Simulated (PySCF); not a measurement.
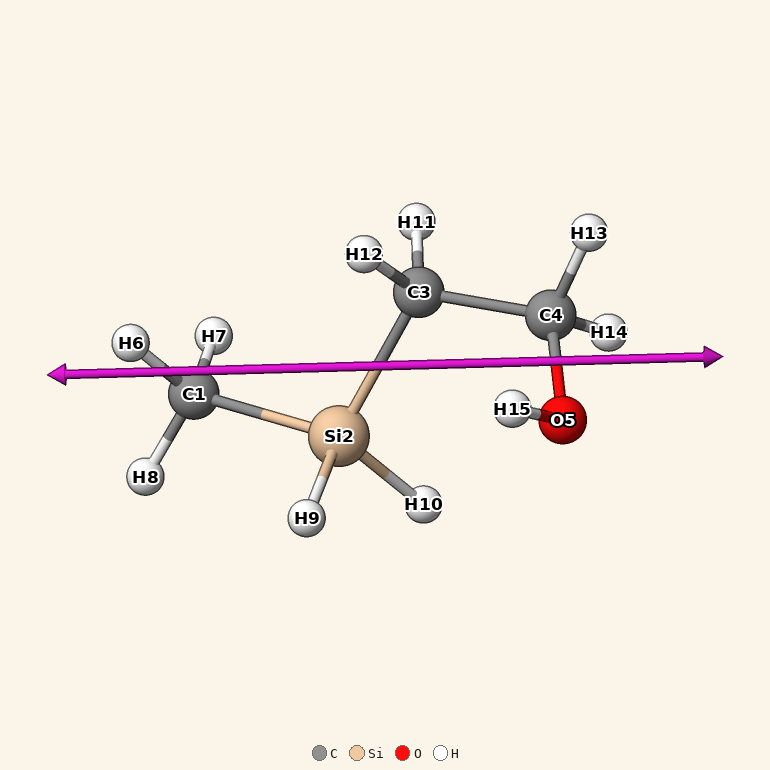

The double arrow shows the direction of the transition dipole to excited singlet state 5 (its length means nothing). The computed structure is the end point of a PBE0-D3(BJ)/def2-SVP optimisation. No frequency run is at hand to confirm it as a minimum. Level of theory: TDDFT CAM-B3LYP/def2-SVPD, vertical, gas phase, core orbitals frozen in the response (PySCF 2.14.0).

> Where does the transition lie, and how strong is it?

8.42 eV (147 nm), oscillator strength 0.048, of mixed character, with the largest part HOMO−2 → LUMO (weight 0.41); transition dipole 1.23 D.
